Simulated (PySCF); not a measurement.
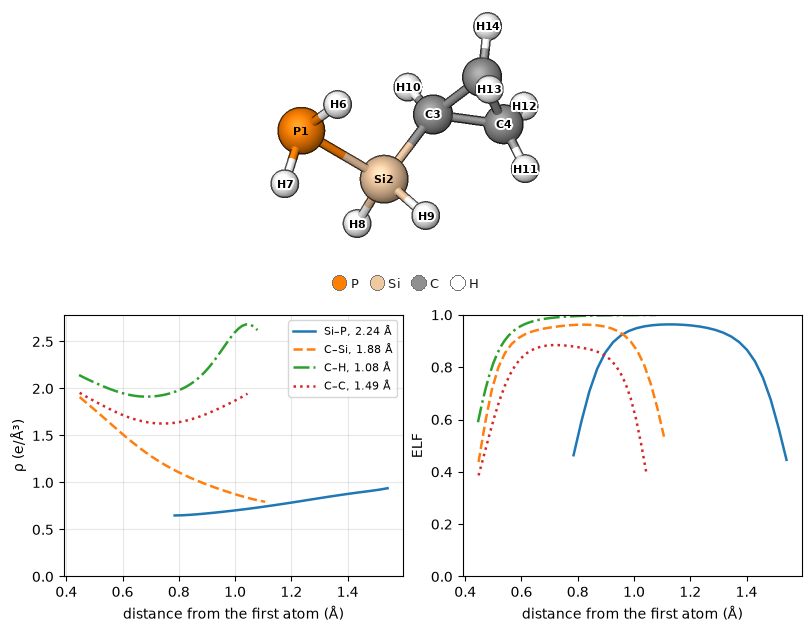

*C3H9PSi (SMILES P[SiH2]C1CC1). Electron density and electron localisation function along straight lines between neighbouring atoms. The curves leave out the atomic cores. The structure is drawn too.*

Geometry: GFN2-xTB, NEB image 0 of 0 to 8.

All numbers below come from PBE0/pcSseg-1, SCF density, gas phase, non-relativistic in PySCF 2.14.0.

```yaml
atoms:
  - { symbol: P, position_ang: [1.8514, -1.8457, 0.9491] }
  - { symbol: Si, position_ang: [1.0059, -0.5283, -0.6575] }
  - { symbol: C, position_ang: [-0.8056, -0.2260, -0.2391] }
  - { symbol: C, position_ang: [-1.4928, 1.0233, -0.7100] }
  - { symbol: C, position_ang: [-1.1837, 0.8520, 0.7389] }
  - { symbol: H, position_ang: [1.8877, -0.8638, 1.9235] }
  - { symbol: H, position_ang: [3.1708, -1.6269, 0.5981] }
  - { symbol: H, position_ang: [1.1310, -1.2526, -1.9282] }
  - { symbol: H, position_ang: [1.6957, 0.7648, -0.7764] }
  - { symbol: H, position_ang: [-1.4272, -1.1137, -0.2077] }
  - { symbol: H, position_ang: [-0.9152, 1.7411, -1.2722] }
  - { symbol: H, position_ang: [-2.5220, 0.9547, -1.0290] }
  - { symbol: H, position_ang: [-0.3977, 1.4573, 1.1664] }
  - { symbol: H, position_ang: [-1.9989, 0.6633, 1.4219] }
```

Question: What kind of bonding do the profiles show?

Answer: Si–P (2.24 Å): the density is about 0.75 e/Å³ at the midpoint; the ELF peaks at about 0.95 between the atoms, as expected for a shared electron pair.
C–Si (1.88 Å): ρ at the midpoint is about 0.93 e/Å³; the ELF peaks at about 0.95 between the atoms; a shared electron pair.
C–H (1.08 Å): ρ at the midpoint is about 2 e/Å³; the ELF climbs to about 1 towards the hydrogen, as it does in any bond to H (a covalent bond by its length).
C–C (1.49 Å): ρ is about 1.6 e/Å³ halfway; the ELF peaks at about 0.90 between the atoms, as expected for localised, covalent bonding.
